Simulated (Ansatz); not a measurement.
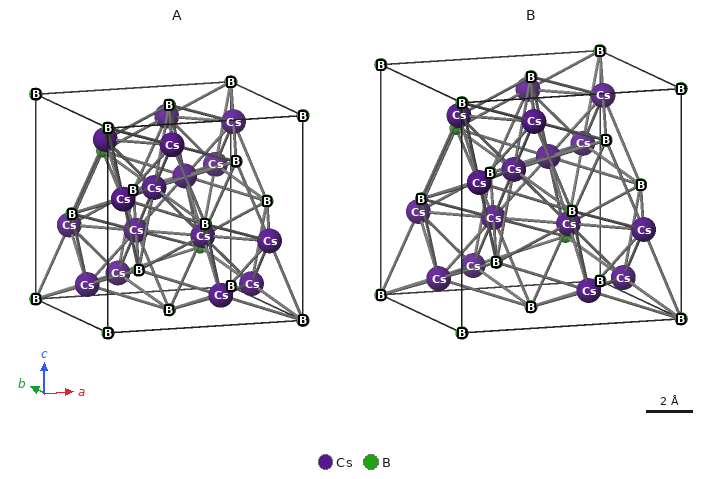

Two geometries of crystalline Cs2B (built on the cubic Laves (C15)_227 type) (coarse preliminary run), drawn at one scale. One is the start of a relaxation, the other its converged end. The picture is a ball-and-stick view of the conventional cell (4 times the calculation's cell), seen slightly off an axis. Lengths and directions refer to the drawn axes.

All numbers below come from Ansatz, DFT PBE, scalar-relativistic, plane waves, PAW. Settings: plane-wave cutoff 420 eV; k-point mesh 4 × 4 × 4; occupations gaussian; smearing width 0.1 eV; no spin polarisation; cell and atoms relaxed; force threshold 0.04 eV/Å; at most 70 steps.

**Which geometry has the lower energy?**

Structure B is the relaxed one. Case: cubic Laves (C15) type (Fd-3m, No. 227). Over 4 accepted moves (5 points after the start) the energy falls by 144 meV per atom. All forces vanish by symmetry, so only the cell relaxes. Pressure: 5.05 GPa at the start and 0.20 GPa at the end. The SCF was repeated once at an unchanged geometry on a basis and grid sized afresh for the cell, which shifted the energy by 4.7 meV per atom at most. The atoms keep their places relative to the cell (all moves are under 0.005 Å). Cell: a = b = c 9.228 → 10.374 Å (+12.4 %). Volume +42.1 %. Among the contacts that change: B–Cs 3.826 → 4.301 Å, Cs–Cs 3.263 → 3.668 Å. The space group stays Fd-3m (No. 227).
